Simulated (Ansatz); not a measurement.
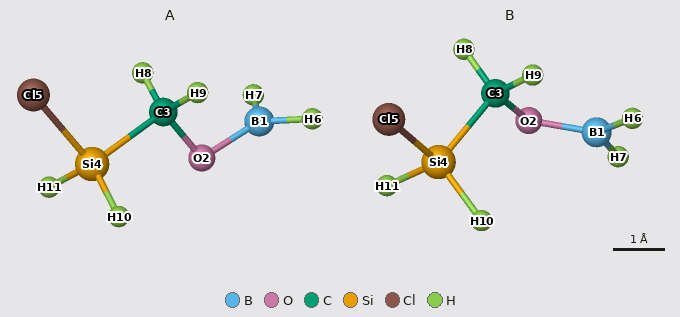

Two geometries of CH6BClOSi (coarse preliminary run), drawn at one scale. One is the start of a relaxation, the other its converged end. Style: ball-and-stick. Shown at a tilt.

Theory: RKS PBE-D4/def2-SVP (Ansatz). Settings: force threshold 0.03 eV/Å; at most 200 steps.

Question: Which geometry has the lower energy?

Answer: Structure B is the relaxed one. The start comes from a force field. The largest move after the best rigid fit is that of H7, 1.32 Å. Largest moves by element: H 1.32 Å, O 0.89 Å, Cl 0.67 Å, C 0.40 Å, B 0.22 Å, Si 0.17 Å. Near-neighbour distances that change, for instance: Si4–H10 1.406 → 1.501 Å, B1–O2 1.439 → 1.353 Å, B1–H6 1.151 → 1.223 Å, C3–H8 1.043 → 1.111 Å. Among the angles between lasting bonds that change: B1–O2–C3 107.7° → 122.9°, H6–B1–H7 116.3° → 123.7°, O2–B1–H6 125.5° → 120.1°. Groups turn about B1–O2 by about 90°, O2–C3 by about 65°. Over 18 accepted moves (20 points after the start) the energy falls by 1.262 eV. Largest force component: 3.3 eV/Å at the start, 0.011 eV/Å at the end. The line search rejected the trial steps at points 13, 19 of the run. Cost: 24 s on 4 threads of Arm Neoverse V2, on a shared host.
